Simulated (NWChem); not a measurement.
# One shape, several levels: Si2H4ClO2 (SMILES O[SiH][SiH](O)Cl)

We compute a comparison of 4 runs (UHF/STO-3G, UHF/3-21G, UB3LYP/6-31G*) of Si2H4ClO2. 

The calculation is run with NWChem 7.3.0.

**1. The molecule**

Si2H4ClO2 has 9 atoms, charge 0, and is taken as a doublet. SMILES: `O[SiH][SiH](O)Cl`. The shape is that of a PBE0-D4/def2-TZVP optimisation. This is one conformer, not always the lowest.

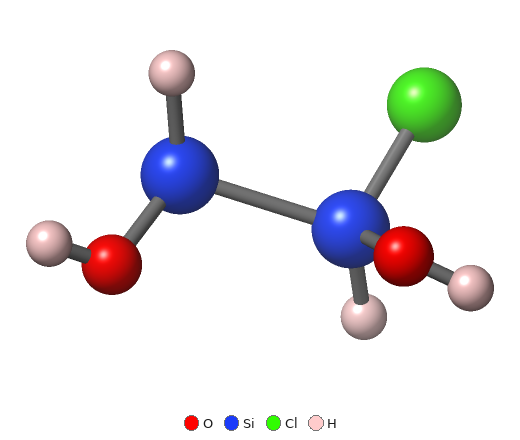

The structure, seen from a chosen angle (oxygen red, silicon blue, chlorine green, hydrogen pink).

**2. Energy and gradient at UHF/STO-3G (run 1)**

Input file clh4o2si2.nw:

```
start clh4o2si2
memory stack 880 mb heap 220 mb global 1100 mb

geometry noautosym nocenter noautoz
 O     -0.742200     1.201600    -1.839500
 Si     0.642800     0.738200    -1.062800
 Si     0.161800    -0.925700     0.497700
 O     -0.966500    -0.439400     1.582200
 Cl     1.973500    -1.290900     1.426900
 H     -0.751500     2.064700    -2.257000
 H      1.325700     1.914700    -0.440100
 H     -0.235800    -2.217900    -0.116000
 H     -1.319400    -1.091500     2.191600
end

basis spherical bse
 * library STO-3G
end

scf
 doublet
 uhf
 thresh 1e-08
 maxiter 80
 print medium
end

task scf gradient
```

Run with:

```bash
$ nwchem clh4o2si2.nw > clh4o2si2.out
```

Standard output:

```text
[...]
  functions       =    41
[...]
  wavefunction    = UHF
[...]
         Total SCF energy =  -1175.840006550681
      One electron energy =  -2329.907632249407
      Two electron energy =    806.179154712842
 Nuclear repulsion energy =    347.888470985884
                       Sz =      0.5000
                 Sz(Sz+1) =      0.7500
                      S^2 =      0.7523
[...]
                         UHF ENERGY GRADIENTS
    atom               coordinates                        gradient
                 x          y          z           x          y          z
   1 O      -1.402555   2.270695  -3.476151    0.027594   0.030214  -0.009663
   2 Si      1.214716   1.394996  -2.008401   -0.031214  -0.009058  -0.019236
   3 Si      0.305758  -1.749319   0.940517    0.015651   0.007952   0.045282
   4 O      -1.826420  -0.830346   2.989924    0.003033  -0.034088   0.004521
   5 Cl      3.729374  -2.439447   2.696450   -0.015252   0.006742  -0.012298
   6 H      -1.420129   3.901717  -4.265112   -0.011797  -0.027063   0.008175
   7 H       2.505210   3.618258  -0.831668    0.018639   0.023449   0.008732
   8 H      -0.445597  -4.191223  -0.219208   -0.009055  -0.023525  -0.013488
   9 H      -2.493304  -2.062636   4.141523    0.002400   0.025378  -0.012024
[...]
```

It took 8.4 s on 1 thread of Intel Xeon Platinum 8375C at 2.90GHz (Ice Lake), shared host; peak memory 0.097 GiB.

**3. Energy and forces at UHF/3-21G (run 2)**

Input file calc.xyz:

```xyz
9
ClH4O2Si2
O     -0.742200     1.201600    -1.839500
Si     0.642800     0.738200    -1.062800
Si     0.161800    -0.925700     0.497700
O     -0.966500    -0.439400     1.582200
Cl     1.973500    -1.290900     1.426900
H     -0.751500     2.064700    -2.257000
H      1.325700     1.914700    -0.440100
H     -0.235800    -2.217900    -0.116000
H     -1.319400    -1.091500     2.191600
```

Input file run.py:

```python
from ase.io import read
from ase.calculators.nwchem import NWChem

system = read('calc.xyz')

calc = NWChem(
    label='calc',
    theory='scf',
    memory='2200 mb',
    basis='3-21G',
    basispar='spherical bse',
    scf={'nopen': '1', 'uhf': None, 'thresh': '1e-08', 'maxiter': '80'},
)
system.calc = calc

forces = system.get_forces()
print("Total energy (eV):", round(system.get_potential_energy(), 6))
print("forces (eV/A):")
for s, f in zip(system.symbols, forces):
    print(f"{s:2s} {f[0]:10.5f} {f[1]:10.5f} {f[2]:10.5f}")
```

Run with:

```bash
$ export ASE_NWCHEM_COMMAND="nwchem PREFIX.nwi > PREFIX.nwo"
$ python run.py
```

Standard output:

```text
Total energy (eV): -32201.536069
forces (eV/A):
O    -0.69415    0.36828   -0.47205
Si    1.17942   -0.36628    0.52872
Si   -0.95275    0.25315   -2.19315
O    -0.65918    0.00591    0.73642
Cl    1.99636   -0.51823    1.06634
H    -0.49226    0.20841   -0.32355
H    -0.00149   -0.16712    0.10254
H     0.08788    0.07605    0.05980
H    -0.46378    0.13982    0.49499
```

The calculator wrote calc.nwi:

```
title "calc"

permanent_dir calc

scratch_dir calc

start calc

geometry units angstrom nocenter noautosym noautoz
  O  -7.4219999999999997e-01 1.2016000000000000e+00 -1.8394999999999999e+00
  Si 6.4280000000000004e-01 7.3819999999999997e-01 -1.0628000000000000e+00
  Si 1.6180000000000000e-01 -9.2569999999999997e-01 4.9769999999999998e-01
  O  -9.6650000000000003e-01 -4.3940000000000001e-01 1.5822000000000001e+00
  Cl 1.9735000000000000e+00 -1.2908999999999999e+00 1.4269000000000001e+00
  H  -7.5149999999999995e-01 2.0647000000000002e+00 -2.2570000000000001e+00
  H  1.3257000000000001e+00 1.9147000000000001e+00 -4.4009999999999999e-01
  H  -2.3580000000000001e-01 -2.2179000000000002e+00 -1.1600000000000001e-01
  H  -1.3193999999999999e+00 -1.0914999999999999e+00 2.1916000000000002e+00
end

memory 2200 mb

basis spherical bse noprint
   * library 3-21G
end

scf
  nopen 1
  uhf
  thresh 1e-08
  maxiter 80
end

task scf gradient
```

calc.nwo:

```text
Northwest Computational Chemistry Package (NWChem) 7.3.0
             --------------------------------------------------------

           Job information
           ---------------

    nwchem branch   = 7.3.0
    use scalapack   = T
    input           = calc.nwi
    prefix          = calc.
    data base       = calc/calc.db
    status          = startup
    nproc           =        1

           Memory information
           ------------------

[... 5 lines left out ...]
    hardfail = no
[... 126 lines left out ...]
 1-e energy   =   -2331.428628
[... 9 lines left out ...]
 Convergence threshold     :          1.000E-08
[... 17 lines left out ...]
      One electron energy =  -2333.004909109248
[... 9 lines left out ...]
          Final alpha eigenvalues
[... 321 lines left out ...]
                     UHF Final Beta Molecular Orbital Analysis
[... 307 lines left out ...]
                 ----------------------------------------
                 |  Time  |  1-e(secs)   |  2-e(secs)   |
                 ----------------------------------------
                 |  CPU   |       0.00   |       1.30   |
                 ----------------------------------------
                 |  WALL  |       0.00   |       1.30   |
                 ----------------------------------------

 Task  times  cpu:       10.1s     wall:       10.1s
 Total times  cpu:       10.2s     wall:       10.2s
```

Wall time 12 s (1 thread of Intel Xeon Platinum 8375C at 2.90GHz (Ice Lake), shared host); peak memory 0.098 GiB.

Run 3 isn't shown in full; the table further down has it.

**4. Energy and gradient at UB3LYP/6-31G(d) (Cartesian functions) (run 4)**

Input file work.nw:

```
start work
memory stack 880 mb heap 220 mb global 1100 mb
geometry units angstrom noautosym nocenter noautoz
O     -0.742200     1.201600    -1.839500
Si     0.642800     0.738200    -1.062800
Si     0.161800    -0.925700     0.497700
O     -0.966500    -0.439400     1.582200
Cl     1.973500    -1.290900     1.426900
H     -0.751500     2.064700    -2.257000
H      1.325700     1.914700    -0.440100
H     -0.235800    -2.217900    -0.116000
H     -1.319400    -1.091500     2.191600
end
basis
O library 6-31G*
Si library 6-31G*
Cl library 6-31G*
H library 6-31G*
end
dft
xc b3lyp
mult 2
grid fine
convergence energy 1e-08
iterations 100
mulliken
print medium
end
task dft gradient
```

Run with:

```bash
$ nwchem work.nw > work.out
```

Standard output:

```text
[...]
          Wavefunction type:  spin polarized.
          No. of atoms     :     9
          No. of electrons :    65
[...]
          Charge           :     0
          Spin multiplicity:     2
[...]
          AO basis - number of functions:    95
[...]
              XC Information
              --------------
                         B3LYP Method XC Potential
                     Hartree-Fock (Exact) Exchange  0.200
                        Slater Exchange Functional  0.800 local
                    Becke 1988 Exchange Functional  0.720 non-local
              Lee-Yang-Parr Correlation Functional  0.810
                  VWN I RPA Correlation Functional  0.190 local
[...]
 d= 0,ls=0.0,diis     1  -1191.9901393811 -1.54D+03  1.04D-02  2.96D-01     6.8
[...]
 d= 0,ls=0.0,diis    12  -1192.1065740194 -1.41D-09  1.19D-07  1.53D-10    65.8
[...]
         Total DFT energy =    -1192.106574019449
      One electron energy =    -2341.308397206512
           Coulomb energy =      890.237115675037
    Exchange-Corr. energy =      -88.923763473857
 Nuclear repulsion energy =      347.888470985884
[...]
      <S2> =      0.7521 (Exact =     0.7500)
[...]
  wavefunction    = open shell
[...]
```

It took 83 s on 1 thread of Intel Xeon Platinum 8375C at 2.90GHz (Ice Lake), shared host; peak memory 0.13 GiB.

**5. Overview of the runs**

```tsv
run	level	iteration cap	module	energy (Eh)	dipole moment (D)	HOMO energy (eV)	LUMO energy (eV)	wall time
1	UHF/STO-3G	80	scf	-1175.840007	2.55	-5.96	5.68	8.4 s
2	UHF/3-21G	80	scf	-1183.384633	2.13	-8.62	1.04	12 s
3	UB3LYP/6-31G* (spherical functions)	100	dft	-1192.097070	1.71	-5.37	-2.56	86 s
4	UB3LYP/6-31G* (Cartesian functions)	100	dft	-1192.106574	1.69	-5.38	-2.57	83 s
```

**6. Results**

| quantity | value |
| --- | --- |
| run 4: total energy | -1192.10657 Eh |
| run 4: dipole moment | 1.69 D |
| run 4: HOMO energy (highest over α and β) | -5.38 eV |
| run 4: LUMO energy (lowest over α and β) | -2.57 eV |
| run 4: ⟨S²⟩ | 0.752 |
| run 4: largest force on an atom | 0.635 eV/Å |

In words: The dipole moment (its size) runs from 1.69 D (UB3LYP/6-31G*) to 2.55 D (UHF/STO-3G). The two ends differ in method and basis. In run 1 the basis is minimal, so the values are rough. All runs together took 3.2 min, the longest 86 s.
